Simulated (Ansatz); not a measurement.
# RbYbF3 (Pm-3m): from the cell to its phonons, part 2 of 3

How does RbYbF3 (Pm-3m) vibrate, and is this structure a minimum?

Ansatz 0.2.0; DFT PBEsol+U, scalar-relativistic, plane waves, PAW.

So far: The structure; Relaxation. The relaxed cell has a = 4.541 Å (conventional setting).

## 3. Relaxing to small forces for the phonons

Phonons need a cell at rest on their own settings, so the relaxation is repeated with tight tolerances on forces and stress on the k mesh and occupations of the first response run.

input.yaml reads:

```yaml
crystal:
  lattice:
    - [4.5412360167, 0.0, 0.0]
    - [0.0, 4.5412360167, 0.0]
    - [0.0, 0.0, 4.5412360167]
  atoms:
    - { symbol: Rb, position: [0.0, 0.0, 0.0] }
    - { symbol: Yb, position: [0.5, 0.5, 0.5] }
    - { symbol: F, position: [0.0, 0.5, 0.5] }
    - { symbol: F, position: [0.5, 0.0, 0.5] }
    - { symbol: F, position: [0.5, 0.5, 0.0] }
kpoints:
  mp_grid: { grid: [8, 8, 8] }
hamiltonian:
  xc: pbesol
  hubbard: { sites: [{ species: Yb, l: f, u_eff: 6.0 }] }
scf:
  occupations: { method: fixed }
output:
  forces: true
  stress: true
  eigenvalues: true
  write_density: true
  write_potential: true
  elf: true
  volumetric_format: npy
relax:
  adjacent_minimum: "off"
  f_tol: 0.001
  max_steps: 60
  cell: { stress_tol: 0.01 }
```

On the command line:

```
ansatz run input.yaml --threads 8 --pin off --max-ram 14336MiB --backend cpu --events-out ev --progress --plain --runs-dir out
```

Numbers of over 12 decimals in the logs are rounded to 6 here.

Output:

```text
[...]
Crystal: 5 atoms, lattice volume = 93.653 Å³
Basis set: ecut = 420 eV, 1839 PW (Γ), exchange–correlation on 64×64×64 points (8 copies of the dense FFT grid, shifted against one another)
Bands: 33, of which v1, the nominal top of the filled ones, is band 27 counted from 1 (26 counted from 0)
Symmetry: 48 space group operations
[...]
k-points: 35 of 512
[...]
Occupation matrices written to <dir>
--- Relaxed structure (2 steps of the walk, 2 accepted, 1 SCFs on fresh bases) ---
[...]
cell:  # Å, volume = 93.6787 Å³
    - [4.541650, 0, 0]
    - [0, 4.541650, 0.0]
    - [0, 0.0, 4.541650]
  atoms:
    - { symbol: Rb, position: [0, 0, 0] }
    - { symbol: Yb, position: [0.5, 0.5, 0.5] }
    - { symbol: F, position: [0, 0.5, 0.5] }
    - { symbol: F, position: [0.5, 0, 0.5] }
    - { symbol: F, position: [0.5, 0.5, 0] }
[key lines of the parts left out:]
SCF converged after 7 iterations
Free energy (F): -19302.674283 eV
Fermi energy:    7.989228 eV
P = ⅓ Tr σ = 0.0016 GPa (0.016 kbar)
```

It took 3.3 s on 8 threads of Intel Xeon Platinum 8488C (Sapphire Rapids), shared host; peak memory 0.69 GiB; 22 s of CPU time.

Little changed from the start: no atom moved by 0.005 Å and no cell edge by 0.1 %.

Numbers from this step:

```
pressure        : 0.001590 GPa
volume per atom : 18.74 Å³
```

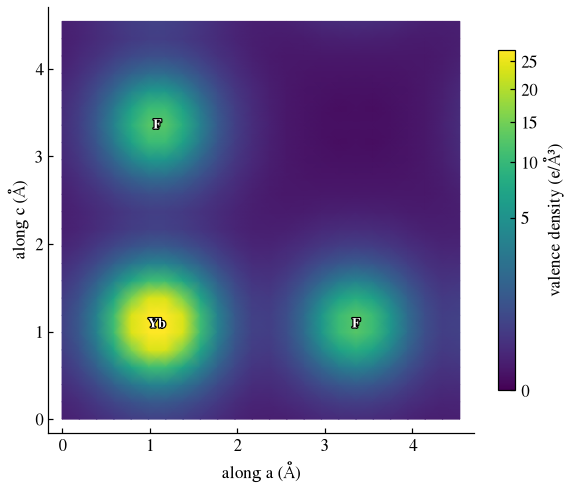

Valence density in the ac plane at fractional y = 0.500, with atoms of Yb and F within 0.2 Å of it. It is the smooth field of the valence electrons, not physical close to the nuclei. The map starts off the cell's origin, so that atoms lie inside it. The colour scale is stretched toward low values.

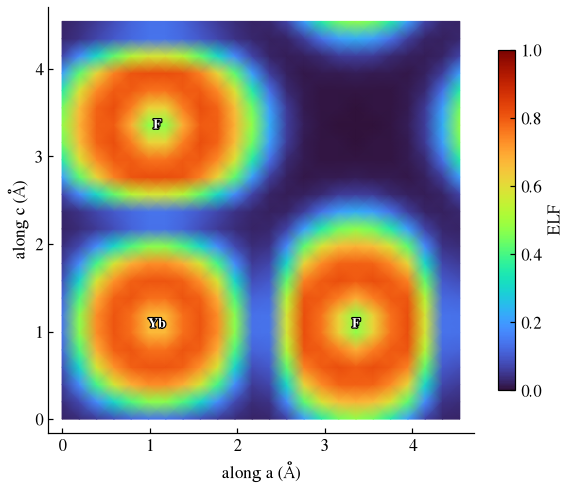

ELF in the ac plane at fractional y = 0.500, with atoms of Yb and F within 0.2 Å of it. It is the smooth field of the valence electrons, not physical close to the nuclei. The map starts off the cell's origin, so that atoms lie inside it.

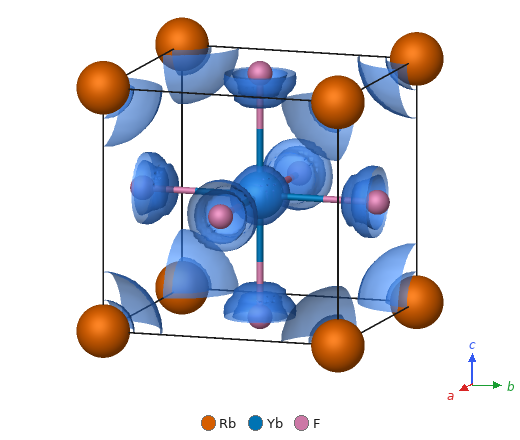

Surface of ELF = 0.8.

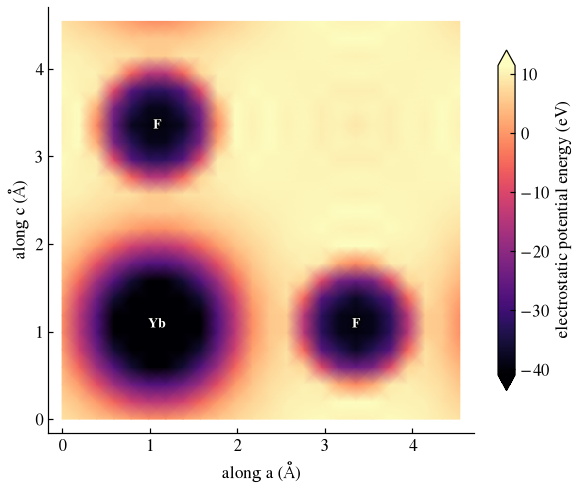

Electrostatic potential energy in the ac plane at fractional y = 0.500, with atoms of Yb and F within 0.2 Å of it. With pseudopotentials it is smooth inside the atoms' cores, unlike the true potential. The map starts off the cell's origin, so that atoms lie inside it.

The forces vanish by symmetry and the pressure is 0.002 GPa, within the tolerances set. The cell now holds 18.74 Å³/atom.

## 4. Linear response at the zone centre

The zone centre comes first: it holds the modes that light can see, as far as symmetry allows. The response to a homogeneous field gives the Born charges and the dielectric tensor.

input.yaml reads:

```yaml
crystal:
  lattice:
    - [4.5416503417, 0.0, 0.0]
    - [0.0, 4.5416503417, 0.0]
    - [0.0, 0.0, 4.5416503417]
  atoms:
    - { symbol: Rb, position: [0.0, 0.0, 0.0] }
    - { symbol: Yb, position: [0.5, 0.5, 0.5] }
    - { symbol: F, position: [0.0, 0.5, 0.5] }
    - { symbol: F, position: [0.5, 0.0, 0.5] }
    - { symbol: F, position: [0.5, 0.5, 0.0] }
kpoints:
  mp_grid: { grid: [8, 8, 8] }
hamiltonian:
  xc: pbesol
  hubbard: { sites: [{ species: Yb, l: f, u_eff: 6.0 }] }
scf:
  occupations: { method: fixed }
  convergence: { dr2_threshold: 1.0e-10 }
output:
  eigenvalues: true
phonons:
  method: dfpt
  dielectric: true
  rigid_motions: translations
```

Output:

```text
[...]
Crystal: 5 atoms, lattice volume = 93.679 Å³
Basis set: ecut = 420 eV, 1839 PW (Γ), exchange–correlation on 64×64×64 points (8 copies of the dense FFT grid, shifted against one another)
Bands: 33, of which v1, the nominal top of the filled ones, is band 27 counted from 1 (26 counted from 0)
Symmetry: 48 space group operations
k-points: 170 of 512 (irreducible under 2 space group operations, time reversal used)
[...]
SCF iter   1: F=—  HF=-19305.386694 eV  |F-HF|=—  |Δ(HF+E_count)|=         —  Δρ=9.74e-2  dr2=8.21e0  ethr=3.10e-3  ⟨swp⟩=5.8  Hψ=22664  notcnv=0  defer=527
[...]
SCF iter  13: F=-19302.674283 eV  HF=-19302.674283 eV  |F-HF|=6.18e-11  |Δ(HF+E_count)|=  2.55e-10  Δρ=1.69e-7  dr2=2.73e-11  ethr=1.00e-12  ⟨swp⟩=17.2  Hψ=49104  notcnv=0
SCF 1 converged in 13 iterations: F = -19302.674283 eV  dr2 = 2.73e-11
[...]
NSCF: frozen V_eff on 35 k-points
[...]
DFPT response loops at q = (0, 0, 0) (fractional): preconditioner auto → Resta (q_TF=auto, 2.489 Å⁻¹)  ε∞=7.6 (no band partly filled); β = 1.00, the filter's whole step (`scf.mixing.beta` (0.50) is not read by the response loops at its default; to damp them type it under 1.00, their step now; it binds the ground state too); Anderson in place of MSR1; while a model of the screening serves, it and β = 1 on shorter waves in the place of filter and β
DFPT response loops at Γ: preconditioner auto → Resta (q_TF=auto, 2.489 Å⁻¹)  ε∞=7.6 (no band partly filled); β = 1.00, the filter's whole step (`scf.mixing.beta` (0.50) is not read by the response loops at its default; to damp them type it under 1.00, their step now; it binds the ground state too); Broyden in place of MSR1
── the response to a field inside a basis, on 8×8×8 k-points: an SCF that follows is theirs, and a resumed run solves both again ──
Bands: 28, of which v1, the nominal top of the filled ones, is band 27 counted from 1 (26 counted from 0)
k-points: 20 of 512
[...]
Eigensolver: Dense (20 Hₖ)
SCF iter   1: F=—  HF=-19302.652918 eV  |F-HF|=—  |Δ(HF+E_count)|=         —  Δρ=4.63e-4  dr2=4.50e-5  ethr=1.00e-1
[...]
SCF iter   8: F=-19302.652907 eV  HF=-19302.652907 eV  |F-HF|=3.64e-12  |Δ(HF+E_count)|=  1.20e-10  Δρ=1.52e-7  dr2=6.01e-11  ethr=1.00e-12
SCF 1 converged in 8 iterations: F = -19302.652907 eV  dr2 = 6.01e-11
[...]
SCF converged after 13 iterations
Free energy (F): -19302.674283 eV
[...]
Internal energy: -19302.674283 eV  (E = F + TS)
E sigma→0 (E₀):  -19302.674283 eV
Fermi energy:    7.989222 eV
[...]
--- Band table (eV; the first three rows and the last of 170) ---
  k-point 0: bands = [... 23 lower, 7.8272, 7.9892, 7.9892, 7.9892, 9.0323, 11.8364, 11.8364, 12.3379, ... 2 higher]
  k-point 1: bands = [... 23 lower, 7.8266, 7.9609, 7.9821, 7.9821, 9.2611, 11.9525, 11.9693, 12.4156, ... 2 higher]
  k-point 2: bands = [... 23 lower, 7.8253, 7.9080, 7.9688, 7.9688, 9.8641, 12.2412, 12.2549, 12.6335, ... 2 higher]
  k-point 169: bands = [... 23 lower, 7.7228, 7.7820, 7.7820, 7.7820, 12.5727, 12.5727, 12.5727, 13.9373, ... 2 higher]
Occupation matrices written to <dir>
--- Phonons (Γ-DFPT): 4 representative perturbations + reference (Σ response iterations 28) ---
  k mesh reduced under 2 symmetry operations, with k and −k counted as one. Each operation leaves every solved perturbation unchanged. A smaller set is not considered because the run has a Hubbard term
  ASR residual: 9.526e-4 → 0.000e0 eV/Å²; symmetrization residual: 6.032e-8 eV/Å²
  ASR residual per site (eV/Å²): 2.91e-5 7.30e-4 9.53e-4 9.53e-4 9.53e-4
  Γ frequencies (cm⁻¹): -21.11 -21.11 -21.11 0.00 0.00 0.00 33.16 33.16 33.16 104.79 104.79 104.79 361.69 361.69 361.69
  ε∞ (high-frequency dielectric tensor):
        2.327508     0.000000     0.000000
        0.000000     2.327508     0.000000
        0.000000     0.000000     2.327508
  softest optical mode at Γ: -21.11 cm⁻¹; the repairs (sum rule, projections) moved no ω² at Γ by more than (3.69 cm⁻¹)²
  Born effective charges Z* (e; rows j = field, columns β = displacement):
    site 0:
         1.24755    0.00000    0.00000
         0.00000    1.24755    0.00000
         0.00000    0.00000    1.24755
    site 1:
         2.40858   -0.00000    0.00000
         0.00000    2.40858    0.00000
         0.00000    0.00000    2.40858
    site 2:
        -1.86937    0.00000    0.00000
         0.00000   -0.89338    0.00000
         0.00000    0.00000   -0.89338
    site 3:
        -0.89338   -0.00000    0.00000
        -0.00000   -1.86937    0.00000
         0.00000    0.00000   -0.89338
    site 4:
        -0.89338   -0.00000    0.00000
        -0.00000   -0.89338    0.00000
         0.00000    0.00000   -1.86937
  Z* charge neutrality: 6.280e-4 e pre-enforcement
  solved inside a basis spanned on kpoints, on 8×8×8 k-points, its susceptibility summed on 12×12×12: ε∞ is read to err by 4.4e-3, Z* by 2.5e-2 e (field_mesh: kpoints solves on kpoints); Z* is corrected for what the basis lacks
  optical modes at Γ without the LO–TO term, one row a degenerate level:
      ω (cm⁻¹)  modes    IR ((D/Å)²/amu)
        -21.11      3             5.7773
         33.16      3             0.0000
        104.79      3             3.9777
        361.69      3            12.3718
  optical modes at Γ + LO–TO along q̂ = [1.0000, 0.0000, 0.0000]:
      ω (cm⁻¹)  modes    IR ((D/Å)²/amu)
        -21.11      2             3.8515
         33.16      3             0.0000
         70.50      1             0.1018
        104.79      2             2.6518
        168.68      1             1.4841
        361.69      2             8.2479
        424.36      1             5.7897
  optical modes at Γ + LO–TO along q̂ = [0.0000, 1.0000, 0.0000]:
      ω (cm⁻¹)  modes    IR ((D/Å)²/amu)
        -21.11      2             3.8515
         33.16      3             0.0000
         70.50      1             0.1018
        104.79      2             2.6518
        168.68      1             1.4841
        361.69      2             8.2479
        424.36      1             5.7897
  optical modes at Γ + LO–TO along q̂ = [0.0000, 0.0000, 1.0000]:
      ω (cm⁻¹)  modes    IR ((D/Å)²/amu)
        -21.11      2             3.8515
         33.16      3             0.0000
         70.50      1             0.1018
        104.79      2             2.6518
        168.68      1             1.4841
        361.69      2             8.2479
        424.36      1             5.7897
```

It took 35 s on 8 threads; peak memory 2.8 GiB.

The column dr2 measures how far the density is from self-consistency, as an energy; F and HF (Harris–Foulkes) agree once it is small.

Numbers from this step:

```yaml
sum_rule_residual_before_enforcement: 9.53e-4 eV/Å²
miss_of_the_charge_sum_rule: 6.28e-4 e
estimated_error_of_the_dielectric_tensor: 0.004434
estimated_error_of_the_born_charges: 0.02484 e
point_group: m-3m
highest_optical_mode_at_the_zone_centre_no_lo_to_term: 361.7 cm⁻¹
lowest_optical_zone_centre_mode: -21.11 cm⁻¹
mean_high_frequency_dielectric_constant: 2.328
largest_born_charge_third_of_the_trace: 2.409 e
top_of_the_zone_centre_spectrum_with_the_field: 424.4 cm⁻¹
```

Without the LO-TO term. Patterns of degenerate modes are one choice out of their space. Modes at Γ, with each element's share of the kinetic energy (negative means imaginary):

```
mode  frequency (cm⁻¹)  symmetry  Rb %  Yb %  F %
   1             -21.1       T1u    58     5   37
   2             -21.1       T1u    58     5   37
   3             -21.1       T1u    58     5   37
   4               0.0  acoustic    27    55   18
   5               0.0  acoustic    27    55   18
   6               0.0  acoustic    27    55   18
   7              33.2       T2u     0     0  100
   8              33.2       T2u     0     0  100
   9              33.2       T2u     0     0  100
  10             104.8       T1u    15    34   51
  11             104.8       T1u    15    34   51
  12             104.8       T1u    15    34   51
  13             361.7       T1u     0     6   94
  14             361.7       T1u     0     6   94
  15             361.7       T1u     0     6   94
```

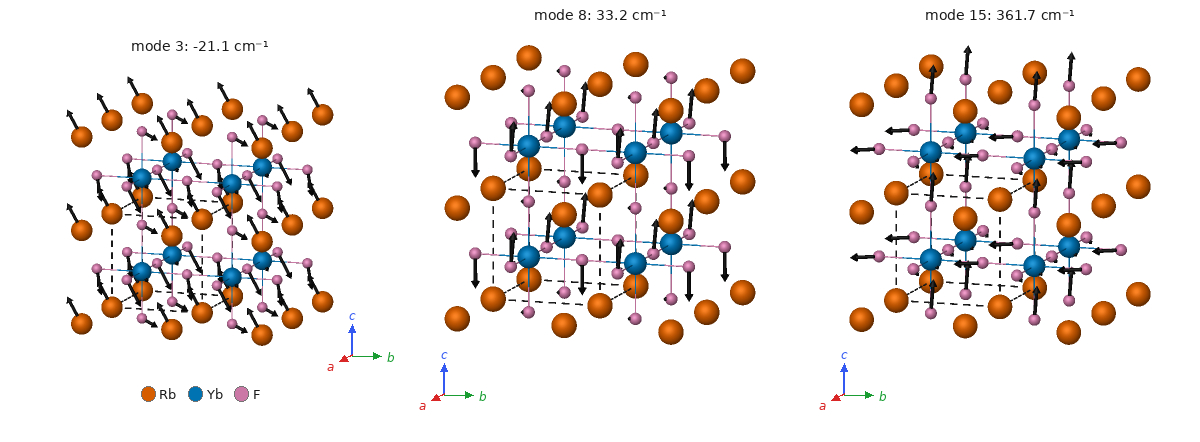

Displacement patterns of modes 3, 8 and 15 at Γ; arrows are exaggerated. 2×2×2 cells are drawn. Some periodic images of atoms are drawn too.

Optical modes at the zone centre, without and with the macroscopic field of the longitudinal modes; each column is sorted by frequency, so a row need not hold one and the same mode. Modes with and without the field, by row:

```
rank among optical modes  no field (cm⁻¹)  q along (1, 0, 0) (cm⁻¹)
                       1            -21.1                     -21.1
                       2            -21.1                     -21.1
                       3            -21.1                      33.2
                       4             33.2                      33.2
                       5             33.2                      33.2
                       6             33.2                      70.5
                       7            104.8                     104.8
                       8            104.8                     104.8
                       9            104.8                     168.7
                      10            361.7                     361.7
                      11            361.7                     361.7
                      12            361.7                     424.4
```

Born charge (rows field, columns displacement) (e), principal values of the symmetric part by kind of site:

```
atom  atoms with these values    low  middle   high   mean
 Rb1                        1   1.25    1.25   1.25   1.25
 Yb2                        1   2.41    2.41   2.41   2.41
  F3                        3  -1.87   -0.89  -0.89  -1.22
```

In full for Yb2:

```
2.41 0.00 0.00
0.00 2.41 0.00
0.00 0.00 2.41
```

High-frequency dielectric tensor:

```
2.33 0.00 0.00
0.00 2.33 0.00
0.00 0.00 2.33
```

Transverse modes; imaginary modes are left out. Infrared lines, with heights relative to the strongest:

```
position (cm⁻¹)  label  relative intensity
             33    T2u                 0.0
            105    T1u                  32
            362    T1u                 100
```

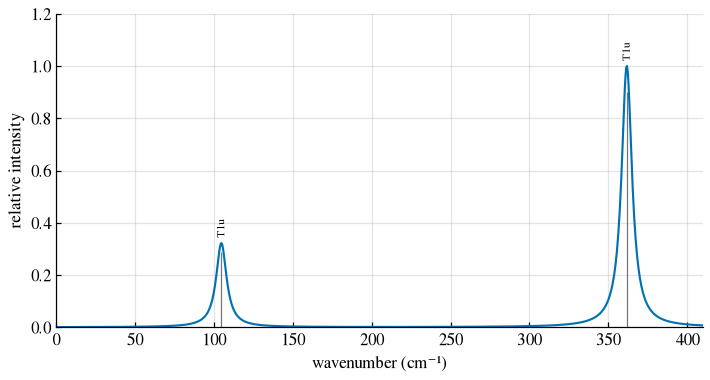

The infrared spectrum, broadened with Lorentzians of width 8 cm⁻¹; bars mark the lines.

Before it was imposed, the acoustic sum rule was missed by 9.5e-4 eV/Å² and the charge sum rule by 6.3e-4 e. Small misses are needed for a sound result but don't prove that mesh and cutoff are converged. The lowest optical mode is imaginary, 21.1i cm⁻¹, so the energy falls along it.

(Part 2 of 3 ends here.)

[Logs are printed without paths, hosts, clocks, repeated set-up lines and the standing remarks that a program may print on its own settings, such as how far it seeks lower states.]

[Hosts, paths, dates, database ids (printed as entryN), source tags and the programs' standing remarks are cut or masked in the printed files.]
